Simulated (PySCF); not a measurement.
**C3H9B: a changed input and its effect**

System: C3H9B (trimethylborane).
Method of run A: GIAO PBE0/pcSseg-1 NMR shielding, non-relativistic, gas phase (PySCF 2.14.0).

The geometry comes from this level: GFN2-xTB. Text and figures count atoms from 1; the logs count them from 0 in places.

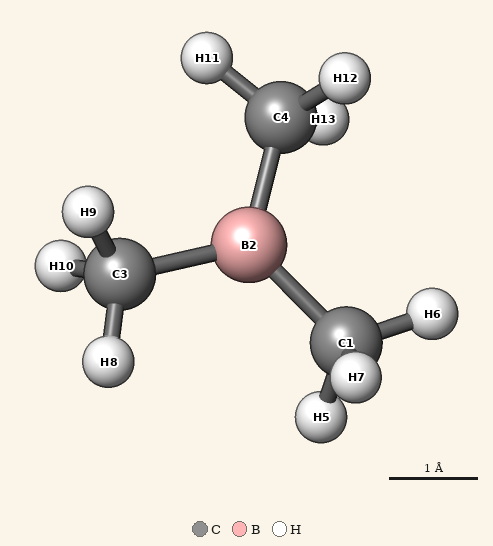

The structure as given in the input (ball-and-stick view, seen at a tilt; atoms are numbered from 1 in the order of the input). Bond lengths as drawn: B–C 1.58 Å and C–H 1.09 Å.

**Input file, run A**
```
{"job": {"kind": "nmr", "xc": "PBE0", "basis": "pcSseg-1", "pop": false}, "charge": 0, "multiplicity": 1}
C     -0.780233     1.681086     0.132671
B      0.525003     0.824846    -0.097358
C      1.748151     0.969047     0.888715
C      0.607216    -0.174617    -1.315264
H     -0.545495     2.745156     0.130388
H     -1.561765     1.514503    -0.604827
H     -1.204330     1.477202     1.115507
H      1.559804     1.609147     1.747227
H      2.071287    -0.002380     1.260615
H      2.606809     1.379772     0.357334
H      1.570934    -0.665122    -1.429859
H     -0.146531    -0.954737    -1.207822
H      0.374851     0.328684    -2.253025
```

The first line tells a small driver script what to run in PySCF; the rest is the geometry in Å.

Command:
```bash
OMP_NUM_THREADS=1 python <driver script> task.json out
```

Hardware: 1 CPU thread, shared host.

**Output (run A)**
```
coarse grid: 9928 points
cycle   1  E = -144.3049862740  dE =  7.721e-02  |g| = 5.023e-01  |ddm| = 2.865e+00
cycle   2  E = -144.2962239090  dE =  8.762e-03  |g| = 5.350e-01  |ddm| = 8.778e-01
cycle   3  E = -144.3724062133  dE = -7.618e-02  |g| = 1.205e-02  |ddm| = 4.735e-01
cycle   4  E = -144.3724328769  dE = -2.666e-05  |g| = 8.738e-03  |ddm| = 2.285e-02
cycle   5  E = -144.3724547454  dE = -2.187e-05  |g| = 2.994e-04  |ddm| = 8.638e-03
cycle   6  E = -144.3724547765  dE = -3.112e-08  |g| = 7.043e-05  |ddm| = 4.458e-04
final grid: 93184 points
cycle   7  E = -144.3931445428  dE = -2.490e-05  |g| = 7.831e-03  |ddm| = 1.824e-02
cycle   8  E = -144.3931419992  dE =  2.544e-06  |g| = 8.481e-03  |ddm| = 1.288e-02
cycle   9  E = -144.3931604254  dE = -1.843e-05  |g| = 8.597e-05  |ddm| = 6.713e-03
cycle  10  E = -144.3931604265  dE = -1.015e-09  |g| = 6.347e-05  |ddm| = 1.450e-04
cycle  11  E = -144.3931604276  dE = -1.162e-09  |g| = 4.067e-06  |ddm| = 6.769e-05
cycle  12  E = -144.3931604276  dE = -5.684e-12  |g| = 1.073e-06  |ddm| = 5.443e-06
converged SCF energy = -144.3931604276

GIAO shielding tensors (ppm)
atom      isotropic    diamagn.    paramagn.     s11        s22        s33       span
  0 C      170.837     252.529     -81.692    150.660    175.413    186.439     35.779
  1 B        9.678     187.170    -177.492    -46.361    -46.144    121.539    167.900
  2 C      170.809     252.143     -81.334    150.655    175.240    186.533     35.879
  3 C      170.662     252.891     -82.229    150.539    174.965    186.481     35.942
  4 H       30.847      29.572       1.275     27.163     29.474     35.904      8.741
  5 H       30.733      31.851      -1.118     27.041     29.893     35.264      8.223
  6 H       30.874      31.205      -0.331     27.142     29.465     36.016      8.874
  7 H       30.733      30.698       0.035     27.034     29.888     35.278      8.244
  8 H       30.787      31.188      -0.401     27.064     29.534     35.763      8.699
  9 H       30.936      29.351       1.584     27.256     29.408     36.143      8.887
 10 H       30.728      31.582      -0.854     27.036     29.884     35.264      8.228
 11 H       30.902      31.998      -1.096     27.232     29.430     36.042      8.810
 12 H       30.806      30.574       0.232     27.075     29.511     35.833      8.758
```

The input of run B differs as follows (lines with − go, lines with + come):
```diff
-C     -0.780233     1.681086     0.132671
-B      0.525003     0.824846    -0.097358
-C      1.748151     0.969047     0.888715
-C      0.607216    -0.174617    -1.315264
-H     -0.545495     2.745156     0.130388
-H     -1.561765     1.514503    -0.604827
-H     -1.204330     1.477202     1.115507
-H      1.559804     1.609147     1.747227
-H      2.071287    -0.002380     1.260615
-H      2.606809     1.379772     0.357334
-H      1.570934    -0.665122    -1.429859
-H     -0.146531    -0.954737    -1.207822
-H      0.374851     0.328684    -2.253025
+C     -4.609245     0.771105     2.528028
+B     -4.264071    -0.222969     3.686877
+C     -5.106710    -1.526020     3.829409
+C     -2.942295    -0.190449     4.623567
+H     -4.236691     0.113459     1.632895
+H     -5.718016     0.734660     2.300353
+H     -4.091969     1.781940     2.664062
+H     -5.270367    -1.927425     4.779226
+H     -6.072844    -1.349431     3.449760
+H     -4.619050    -2.134507     3.099715
+H     -2.507780     0.820462     4.414401
+H     -3.134268    -0.397401     5.614898
+H     -2.298389    -0.849585     4.055428
```

How does run B compare with run A?

With the same method and basis, run B lies 20.5 kcal/mol higher. The HOMO goes from −8.53 to −7.89 eV. The LUMO goes from −0.23 to −0.12 eV. The dipole moment goes from 0.01 to 0.44 D. Of all shieldings, the largest change is that of C1, by −13.0 ppm. The SCF takes 11 iterations against 12.

**Output (run B)**
```
coarse grid: 9928 points
cycle   1  E = -144.2691241420  dE =  1.122e-01  |g| = 5.099e-01  |ddm| = 2.878e+00
cycle   2  E = -144.2603139843  dE =  8.810e-03  |g| = 5.428e-01  |ddm| = 9.410e-01
cycle   3  E = -144.3390603131  dE = -7.875e-02  |g| = 1.148e-02  |ddm| = 5.126e-01
cycle   4  E = -144.3390915698  dE = -3.126e-05  |g| = 6.537e-03  |ddm| = 2.122e-02
cycle   5  E = -144.3391027719  dE = -1.120e-05  |g| = 1.107e-03  |ddm| = 7.107e-03
cycle   6  E = -144.3391030744  dE = -3.024e-07  |g| = 3.181e-04  |ddm| = 1.339e-03
final grid: 93184 points
cycle   7  E = -144.3604233428  dE = -2.497e-05  |g| = 7.080e-03  |ddm| = 1.845e-02
cycle   8  E = -144.3604215406  dE =  1.802e-06  |g| = 7.599e-03  |ddm| = 1.199e-02
cycle   9  E = -144.3604361994  dE = -1.466e-05  |g| = 1.091e-04  |ddm| = 6.145e-03
cycle  10  E = -144.3604362023  dE = -2.957e-09  |g| = 5.004e-05  |ddm| = 1.956e-04
cycle  11  E = -144.3604362029  dE = -6.156e-10  |g| = 1.500e-05  |ddm| = 5.521e-05
converged SCF energy = -144.3604362029

GIAO shielding tensors (ppm)
atom      isotropic    diamagn.    paramagn.     s11        s22        s33       span
  0 C      157.885     253.781     -95.897    133.762    158.874    181.018     47.257
  1 B        9.848     190.730    -180.882    -53.259    -37.841    120.644    173.903
  2 C      174.223     252.279     -78.056    154.783    177.484    190.403     35.620
  3 C      170.963     264.822     -93.859    149.893    175.254    187.741     37.849
  4 H       29.019      36.233      -7.213     26.413     27.936     32.709      6.295
  5 H       28.649      27.064       1.586     25.134     28.139     32.675      7.542
  6 H       28.380      31.682      -3.302     24.662     27.472     33.007      8.345
  7 H       31.647      28.557       3.089     27.521     30.863     36.555      9.034
  8 H       31.933      28.641       3.292     27.569     31.796     36.435      8.866
  9 H       32.346      31.834       0.512     29.152     30.811     37.075      7.923
 10 H       29.880      35.927      -6.047     25.998     29.305     34.337      8.340
 11 H       31.617      33.223      -1.606     27.827     30.646     36.380      8.553
 12 H       31.699      38.748      -7.049     28.405     30.203     36.491      8.086
```

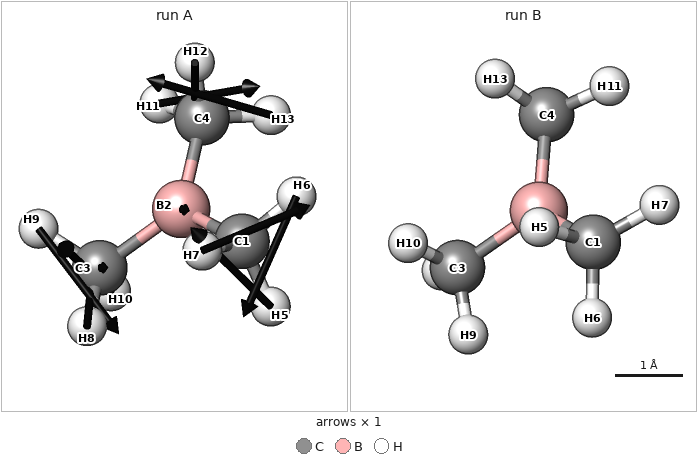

The two input geometries at one scale (ball-and-stick view, seen at a tilt). The black arrows on the first give the shifts of the atoms after the best rigid fit, at true length. The largest move after the best rigid fit is that of H13, 2.10 Å. By element the largest moves are H 2.10 Å, B 0.16 Å, C 0.15 Å. Among the contacts that change: C1–H5 1.090 → 1.172 Å, C4–H12 1.090 → 1.031 Å, C1–H7 1.090 → 1.144 Å, C1–H6 1.087 → 1.132 Å.

**The two runs side by side**

| quantity | run A | run B |
| --- | --- | --- |
| outcome | converged | converged |
| total energy (hartree) | −144.393160 | −144.360436 |
| HOMO (eV) | −8.53 | −7.89 |
| LUMO (eV) | −0.23 | −0.12 |
| dipole moment (D) | 0.01 | 0.44 |
| shielding of C1 (ppm) | 170.8 | 157.9 |
| shielding of C3 (ppm) | 170.8 | 174.2 |
| shielding of H5 (ppm) | 30.8 | 29.0 |
| shielding of H6 (ppm) | 30.7 | 28.6 |
| shielding of H7 (ppm) | 30.9 | 28.4 |
| shielding of H9 (ppm) | 30.8 | 31.9 |
| shielding of H10 (ppm) | 30.9 | 32.3 |
| SCF iterations | 12 | 11 |
| basis functions | 113 | 113 |
| wall time (shared host) | 7 s | 6.3 s |
